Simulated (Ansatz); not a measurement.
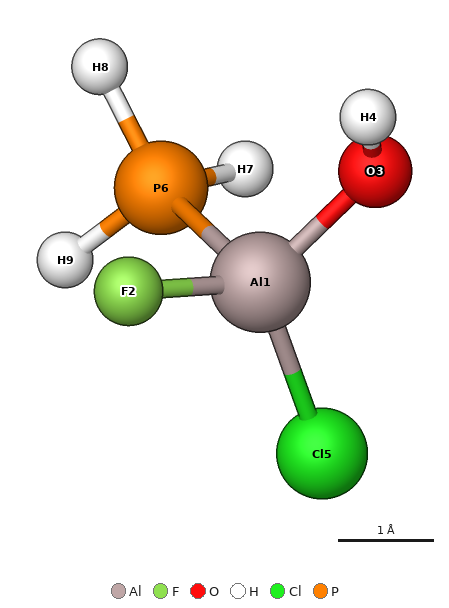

*The starting structure (ball-and-stick view, seen at a tilt; atoms are numbered from 1 in the order of the input). Sticks mark near contacts.*

Bond lengths as drawn: Al–Cl 2.14 Å, Al–F 1.69 Å, Al–O 1.72 Å, Al–P 2.57 Å, H–O 0.97 Å and H–P 1.43 Å.

## AlPH$_{4}$ClOF: nudged elastic band

The run: nudged elastic band of AlPH$_{4}$ClOF. Method and program: RKS BLYP/def2-SVP (Ansatz 0.2.0).

One setting was made poor on purpose. It belongs to a series of runs on one base structure; here: band between the two ends. Figures and captions count atoms from 1; the log counts them from 0 in places.

### The program's output
```
Engine: ansatz 0.2.0, aarch64-unknown-linux-gnu
Functional definition: BLYP
  parameter beta = 0.0042
  parameter a = 0.04918
  parameter b = 0.132
  parameter c = 0.2533
  parameter d = 0.349
  exchange = b88_x(beta = beta)
  correlation = lyp_c(a = a, b = b, c = c, d = d)
1118 factors; their error is unknown
mean field evaluation 1: about -33219.9794 eV, gradient 7.3e1 eV
mean field evaluation 2: about -33070.8729 eV, gradient 2.2e2 eV
mean field evaluation 4: about -33228.0368 eV, gradient 2.6e1 eV
mean field evaluation 8: about -33229.2597 eV, gradient 1.7e-1 eV
mean field evaluation 16: about -33229.2144 eV, gradient 1.4e-4 eV
mean field -33229.21435144 eV, -1221.1511038451 hartree, gradient 2.4e-5 eV, S^2 0.000000; 0 other end points of the search recorded, 0 dependent functions left out
the calculation of the forces begins
reference -33229.21470385 eV, -1221.1511167959 hartree; 33, 33 occupied and 69, 69 virtual orbitals, 1118 factors
1118 factors; their error is unknown
mean field evaluation 32: about -33227.7128 eV, gradient 8.8e-4 eV
mean field -33227.71275158 eV, -1221.0959210678 hartree, gradient 3.5e-5 eV, S^2 0.000000; 0 other end points of the search recorded, 0 dependent functions left out
[... from here on the field's lines of each further geometry are left out, up to the last ...]
NEB iter   1: max|band force component| = 4.822e0 eV/Å  barrier→ = 3.2097 eV  barrier← = 1.7081 eV  Δτ_max = 0.2000 Å  (199 SCF iters)
NEB iter   2: max|band force component| = 1.806e0 eV/Å  barrier→ = 2.5522 eV  barrier← = 1.0506 eV  Δτ_max = 0.1964 Å  (165 SCF iters)
NEB iter   3: max|band force component| = 1.263e0 eV/Å  barrier→ = 2.2003 eV  barrier← = 0.6987 eV  Δτ_max = 0.1998 Å  (160 SCF iters)
NEB iter   4: max|band force component| = 1.292e0 eV/Å  barrier→ = 1.8367 eV  barrier← = 0.3351 eV  Δτ_max = 0.1019 Å  (156 SCF iters)
NEB iter   5: max|band force component| = 7.641e-1 eV/Å  barrier→ = 1.8507 eV  barrier← = 0.3491 eV  Δτ_max = 0.0998 Å  (142 SCF iters)
NEB iter   6: max|band force component| = 4.789e-1 eV/Å  barrier→ = 1.8295 eV  barrier← = 0.3279 eV  CI = image 4  Δτ_max = 0.0997 Å  (140 SCF iters)
NEB iter   7: max|band force component| = 3.715e-1 eV/Å  barrier→ = 1.8020 eV  barrier← = 0.3004 eV  CI = image 4  Δτ_max = 0.1014 Å  (142 SCF iters)
NEB iter   8: max|band force component| = 3.590e-1 eV/Å  barrier→ = 1.7724 eV  barrier← = 0.2708 eV  CI = image 4  Δτ_max = 0.1003 Å  (141 SCF iters)
NEB iter   9: max|band force component| = 2.844e-1 eV/Å  barrier→ = 1.7452 eV  barrier← = 0.2436 eV  CI = image 4  Δτ_max = 0.1000 Å  (141 SCF iters)
the calculation of the forces begins
reference -33227.66136094 eV, -1221.0940324967 hartree; 33, 33 occupied and 69, 69 virtual orbitals, 1118 factors
1118 factors; their error is unknown
mean field evaluation 512: about -33219.2698 eV, gradient 6.8e1 eV
mean field -33227.49179395 eV, -1221.0878010248 hartree, gradient 8.1e-6 eV, S^2 0.000000; 1 other end points of the search recorded, 0 dependent functions left out
the calculation of the forces begins
reference -33227.49213035 eV, -1221.0878133871 hartree; 33, 33 occupied and 69, 69 virtual orbitals, 1118 factors
NEB iter  10: max|band force component| = 1.747e-1 eV/Å  barrier→ = 1.7226 eV  barrier← = 0.2210 eV  CI = image 4  Δτ_max = 0.0000 Å  (280 SCF iters)
```

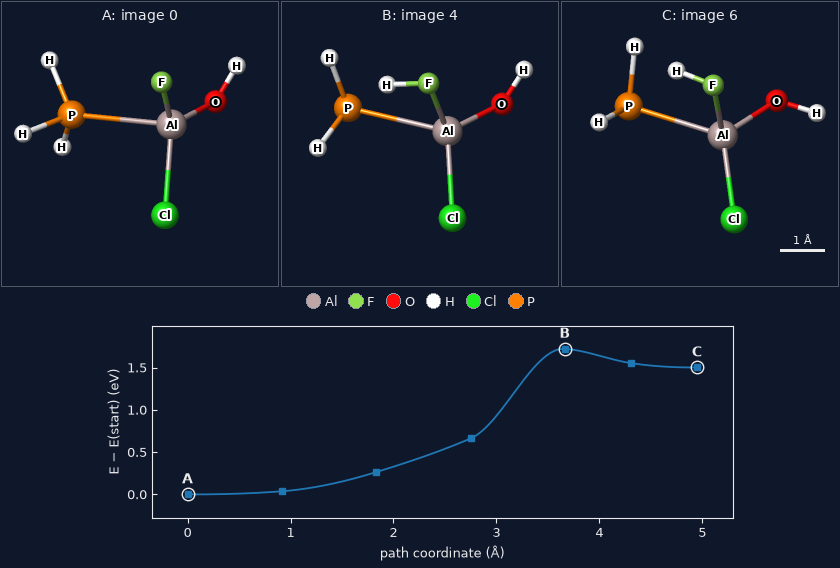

*Images of the last band (counted from 0; ball-and-stick, seen at a tilt) above the energy along the path; the line is a cubic interpolation that uses the forces.*

The highest image is number 4, 1.723 eV above the start and 0.221 eV above the end (the climbing image); the end lies 1.502 eV above the start. The path is 4.95 Å long. The band converged in 10 iterations.

```
Total energy: -33227.49213035 eV, -1221.0878133871 hartree
Atom 0 at    -0.134628     0.340989    -0.187097 Å, force    -0.112343     0.075701    -0.010858 eV/Å
Atom 1 at    -0.137845    -0.213042     1.643716 Å, force    -0.003824     0.064685    -0.047439 eV/Å
Atom 2 at     1.300976    -0.092569    -1.014023 Å, force     0.105548    -0.106991     0.158394 eV/Å
Atom 3 at     2.019892    -0.627915    -0.637034 Å, force    -0.026837     0.061111    -0.081099 eV/Å
Atom 4 at    -2.008746    -0.148713    -1.064121 Å, force     0.055481     0.031289     0.002319 eV/Å
Atom 5 at    -0.198240     2.630690     0.781548 Å, force     0.026771    -0.075939    -0.139630 eV/Å
Atom 6 at    -1.596653     2.688929     1.070316 Å, force    -0.134306     0.024559     0.086540 eV/Å
Atom 7 at     0.206672     2.530464     2.161760 Å, force     0.090675     0.007366     0.021127 eV/Å
Atom 8 at    -0.236930     0.899566     1.718634 Å, force    -0.001166    -0.081781     0.010646 eV/Å
Dipole moment:     0.287208     0.034318     0.561895 e Å
this run last wrote the band of iteration 10 to [file]
```

### The last band as extended XYZ (Å, eV, eV/Å)
```
9
Properties=species:S:1:pos:R:3:forces:R:3 image=0 energy=-33229.21435
Al   -0.0709   -0.2296    0.0204    0.0035  -0.0185   0.0152
F     0.2735   -1.2178    1.3462   -0.0046   0.0179  -0.0224
O     1.1919    0.1971   -1.0727    0.0003  -0.0056   0.0138
H     2.0861   -0.1688   -0.9685    0.0011   0.0032  -0.0080
Cl   -2.0488   -0.3357   -0.7799    0.0008   0.0017   0.0016
P    -0.4523    1.9904    1.2527   -0.0174   0.0065  -0.0083
H    -0.8193    3.1058    0.4413    0.0045  -0.0104   0.0084
H     0.5703    2.6153    2.0314    0.0053   0.0049   0.0050
H    -1.5161    2.0517    2.2029    0.0064   0.0002  -0.0052
9
Properties=species:S:1:pos:R:3:forces:R:3 image=1 energy=-33229.17718
Al   -0.0384   -0.1600   -0.0717   -0.0761  -0.0014   0.0346
F     0.1242   -1.0251    1.3713    0.0349  -0.0195  -0.0185
O     1.3011   -0.0230   -1.1406    0.0734   0.0053   0.0168
H     2.1628   -0.3977   -0.8881   -0.0211   0.0322  -0.0334
Cl   -1.9824   -0.1214   -0.9545   -0.0038  -0.0101  -0.0026
P    -0.4306    2.0526    1.2243   -0.0080  -0.0253   0.0139
H    -1.2502    3.0897    0.6866    0.0296   0.0043  -0.0331
H     0.5469    2.8666    1.8809    0.0182  -0.0296  -0.0194
H    -1.2190    1.7266    2.3654   -0.0471   0.0441   0.0416
9
Properties=species:S:1:pos:R:3:forces:R:3 image=2 energy=-33228.94985
Al   -0.0485   -0.1119   -0.1460   -0.0342  -0.0224  -0.0828
F    -0.0116   -0.8484    1.3753    0.0596  -0.0567  -0.0400
O     1.3510   -0.1400   -1.1367    0.1153  -0.0365   0.0041
H     2.1739   -0.5229   -0.7841   -0.0248   0.0387  -0.0634
Cl   -1.9596   -0.0029   -1.0738    0.0161   0.0181  -0.0161
P    -0.3639    2.2216    1.1124   -0.0541  -0.1849   0.1131
H    -1.5640    2.9864    1.0210    0.0263   0.0849  -0.0548
H     0.4117    3.0821    1.9529    0.0731   0.0698  -0.1299
H    -0.7746    1.3443    2.1526   -0.1773   0.0890   0.2696
9
Properties=species:S:1:pos:R:3:forces:R:3 image=3 energy=-33228.55174
Al   -0.1086   -0.0737   -0.0972    0.0216  -0.3453   0.0728
F    -0.0679   -0.6882    1.4849    0.0264  -0.3731  -0.0390
O     1.3150   -0.0988   -1.0348    0.0466   0.0310  -0.1448
H     2.1209   -0.5383   -0.7220    0.1134   0.0033   0.0368
Cl   -1.9869   -0.0471   -1.0526   -0.0525   0.1098  -0.0449
P    -0.2715    2.5111    0.9321   -0.0500  -0.1685   0.1527
H    -1.6508    2.8034    1.1761   -0.0074   0.1079   0.1201
H     0.2589    2.9331    2.1946    0.0388   0.3208  -0.0285
H    -0.3945    1.2069    1.5927   -0.1369   0.3141  -0.1252
9
Properties=species:S:1:pos:R:3:forces:R:3 image=4 energy=-33227.49179
Al   -0.1346    0.3410   -0.1871   -0.1123   0.0757  -0.0109
F    -0.1378   -0.2130    1.6437   -0.0038   0.0647  -0.0474
O     1.3010   -0.0926   -1.0140    0.1055  -0.1070   0.1584
H     2.0199   -0.6279   -0.6370   -0.0268   0.0611  -0.0811
Cl   -2.0087   -0.1487   -1.0641    0.0555   0.0313   0.0023
P    -0.1982    2.6307    0.7815    0.0268  -0.0759  -0.1396
H    -1.5967    2.6889    1.0703   -0.1343   0.0246   0.0865
H     0.2067    2.5305    2.1618    0.0907   0.0074   0.0211
H    -0.2369    0.8996    1.7186   -0.0012  -0.0818   0.0106
9
Properties=species:S:1:pos:R:3:forces:R:3 image=5 energy=-33227.66102
Al   -0.1321    0.4964   -0.2164   -0.0281   0.1288   0.0006
F    -0.1895   -0.1596    1.7023   -0.0581  -0.0861   0.0383
O     1.4381    0.0805   -0.7608    0.0700   0.0212   0.0769
H     1.8200   -0.8065   -0.8432   -0.0295  -0.0655  -0.1077
Cl   -1.9250   -0.2574   -1.0990    0.0611  -0.0387  -0.0051
P    -0.2258    2.7399    0.6626    0.0155   0.0244  -0.0662
H    -1.6064    2.6589    1.0527   -0.0631   0.0334   0.0460
H     0.2614    2.4646    2.0089   -0.0008  -0.0454  -0.0724
H    -0.2263    0.7916    1.9666    0.0330   0.0278   0.0895
9
Properties=species:S:1:pos:R:3:forces:R:3 image=6 energy=-33227.71275
Al   -0.1216    0.5084   -0.1911   -0.0057  -0.0013   0.0221
F    -0.3759   -0.1450    1.7543    0.0100  -0.0139   0.0148
O     1.4977    0.0448   -0.5346   -0.0178   0.0083   0.0049
H     1.7463   -0.7411   -1.0482    0.0009   0.0002  -0.0073
Cl   -1.7821   -0.3866   -1.1952    0.0082   0.0083  -0.0099
P    -0.3007    2.7697    0.5699   -0.0019  -0.0152   0.0250
H    -1.5595    2.6084    1.2600    0.0202   0.0063  -0.0187
H     0.4872    2.5823    1.7731   -0.0142   0.0076  -0.0233
H    -0.3769    0.7676    2.0853    0.0003  -0.0004  -0.0077
```

The run was set up as follows.

### The input
```yaml
crystal:
  periodic: [false, false, false]
  atoms:
    - { symbol: Al, position_ang: [-0.070861, -0.229555, 0.020362] }
    - { symbol: F, position_ang: [0.273509, -1.217829, 1.346184] }
    - { symbol: O, position_ang: [1.19192, 0.197096, -1.072698] }
    - { symbol: H, position_ang: [2.086104, -0.168841, -0.968493] }
    - { symbol: Cl, position_ang: [-2.048843, -0.335673, -0.779856] }
    - { symbol: P, position_ang: [-0.452265, 1.990399, 1.252668] }
    - { symbol: H, position_ang: [-0.81929, 3.105821, 0.441261] }
    - { symbol: H, position_ang: [0.570341, 2.6153, 2.03141] }
    - { symbol: H, position_ang: [-1.516116, 2.051681, 2.202861] }
basis:
  gaussian: { orbitals: def2-SVP }
hamiltonian:
  xc: blyp
neb:
  order_check: false
  images: 5
  f_tol: 0.2
  max_iterations: 60
  final_atoms:
    - { symbol: Al, position_ang: [-0.12162349, 0.50837386, -0.19105493] }
    - { symbol: F, position_ang: [-0.37593547, -0.14495444, 1.75434394] }
    - { symbol: O, position_ang: [1.49774695, 0.04480256, -0.53460512] }
    - { symbol: H, position_ang: [1.7463002, -0.74114666, -1.04817784] }
    - { symbol: Cl, position_ang: [-1.78206177, -0.38663792, -1.1951514] }
    - { symbol: P, position_ang: [-0.30072452, 2.769703, 0.56991541] }
    - { symbol: H, position_ang: [-1.55948019, 2.60840837, 1.26004774] }
    - { symbol: H, position_ang: [0.48719756, 2.58225726, 1.77308081] }
    - { symbol: H, position_ang: [-0.37692026, 0.76759297, 2.08530039] }
  initial_path:
    images:
      - { positions_ang: [[-0.070861, -0.229555, 0.020362], [0.273509, -1.217829, 1.346184], [1.19192, 0.197096, -1.072698], [2.086104, -0.168841, -0.968493], [-2.048843, -0.335673, -0.779856], [-0.452265, 1.990399, 1.252668], [-0.81929, 3.105821, 0.441261], [0.570341, 2.6153, 2.03141], [-1.516116, 2.051681, 2.202861]] }
      - { positions_ang: [[-0.05004986, -0.14143484, -0.00609024], [0.19205342, -0.84501502, 1.55620271], [1.30008657, 0.16356421, -1.04018496], [1.99547254, -0.39340512, -1.04493985], [-2.01917328, -0.18904729, -0.89857305], [-0.40754808, 2.12772324, 1.14118912], [-1.09402252, 3.01982425, 0.51769542], [0.3523084, 2.53408505, 2.12709516], [-1.05462818, 1.73210452, 2.12130469]] }
      - { positions_ang: [[-0.02923871, -0.05331468, -0.03254248], [0.11059783, -0.47220103, 1.76622142], [1.40825314, 0.13003241, -1.00767192], [1.90484107, -0.61796923, -1.1213867], [-1.98950357, -0.04242159, -1.01729011], [-0.36283116, 2.26504748, 1.02971024], [-1.36875505, 2.9338275, 0.59412985], [0.13427579, 2.4528701, 2.22278033], [-0.59314035, 1.41252804, 2.03974838]] }
      - { positions_ang: [[-0.00842757, 0.03480548, -0.05899472], [0.02914225, -0.09938705, 1.97624012], [1.5164197, 0.09650062, -0.97515887], [1.81420961, -0.84253335, -1.19783355], [-1.95983385, 0.10420412, -1.13600716], [-0.31811424, 2.40237172, 0.91823136], [-1.64348757, 2.84783076, 0.67056427], [-0.08375681, 2.37165515, 2.31846549], [-0.13165253, 1.09295156, 1.95819206]] }
      - { positions_ang: [[-0.04615954, 0.19266161, -0.10301479], [-0.10588366, -0.11457618, 1.90227473], [1.51019545, 0.07926793, -0.82830762], [1.79157314, -0.80873779, -1.14794831], [-1.90057649, -0.05940989, -1.15572191], [-0.31231766, 2.52481548, 0.80212604], [-1.61548511, 2.76802329, 0.86705876], [0.10656131, 2.44185585, 2.1366706], [-0.21340844, 0.9844987, 2.00056151]] }
      - { positions_ang: [[-0.08389152, 0.35051773, -0.14703486], [-0.24090957, -0.12976531, 1.82830933], [1.5039712, 0.06203525, -0.68145637], [1.76893667, -0.77494222, -1.09806308], [-1.84131913, -0.2230239, -1.17543665], [-0.30652109, 2.64725924, 0.68602073], [-1.58748265, 2.68821583, 1.06355325], [0.29687944, 2.51205656, 1.9548757], [-0.29516435, 0.87604583, 2.04293095]] }
      - { positions_ang: [[-0.12162349, 0.50837386, -0.19105493], [-0.37593547, -0.14495444, 1.75434394], [1.49774695, 0.04480256, -0.53460512], [1.7463002, -0.74114666, -1.04817784], [-1.78206177, -0.38663792, -1.1951514], [-0.30072452, 2.769703, 0.56991541], [-1.55948019, 2.60840837, 1.26004774], [0.48719756, 2.58225726, 1.77308081], [-0.37692026, 0.76759297, 2.08530039]] }
```

Command:
```bash
ansatz run input.yaml --threads 2 --pin off --max-ram 3072MiB --backend cpu --events-out ev --progress --plain --runs-dir out
```

### Key numbers

```tsv
quantity	value
outcome	converged
barrier, forward	1.723 eV
barrier, backward	0.221 eV
hardware	2 threads of Arm Neoverse V2, 24 GiB of memory available, shared host
wall time	97 s (CPU time 3.2 min)
peak memory	0.14 GiB
```

### Remarks

A deliberately poor setting: loose force. The order of the saddle point was not checked.
